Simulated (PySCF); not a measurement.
Coordinates of CF₄ (carbon tetrafluoride), SMILES FC(F)(F)F (Å):

```xyz
5

F      0.3952     1.0983    -0.6075
C      0.0068    -0.0068    -0.0075
F     -0.5053    -0.8316    -0.8956
F      1.0393    -0.5764     0.5739
F     -0.9025     0.2825     0.8988
```

Vertical TDDFT excitations, PBE/def2-SVPD, PySCF 2.14.0, at a PBE0-D3(BJ)/def2-SVP geometry (no frequency check), gas phase.

Q: What does its absorption spectrum look like?

A: The lowest singlet lies at 10.66 eV (116 nm, f = 0.000); the brightest of the first 10 is S4/S5/S6 at 12.03 eV (103 nm), f = 0.245, mainly HOMO−3/HOMO−4/HOMO−5 → LUMO. No singlet lies below 3.1 eV (beyond 400 nm), so at this level no vertical transition falls in the visible.


```tsv
state	E (eV)	λ (nm)	f	main character
S1/S2/S3	10.66	116	0.000	HOMO/HOMO−1/HOMO−2 → LUMO
S4/S5/S6	12.03	103	0.245	HOMO−3/HOMO−4/HOMO−5 → LUMO
S7	12.26	101	0.000	HOMO → LUMO+1 (33 %)
S8/S9/S10	12.29	101	0.000	HOMO → LUMO+1/LUMO+2/LUMO+3
```

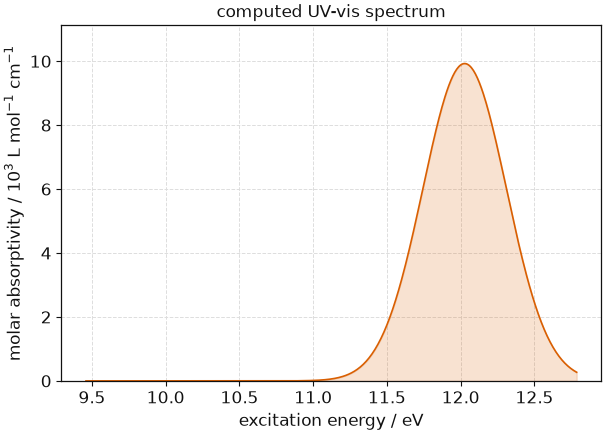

The lowest 10 singlet states are shown; each is broadened by a Gaussian of 1/e half-width 0.40 eV. States within 0.01 eV of each other are merged, with their strengths summed. The highest state may be half of a pair whose partner wasn't computed.

Known limits of this run: states above the negative HOMO energy depend on the basis; core orbitals are frozen in the response.
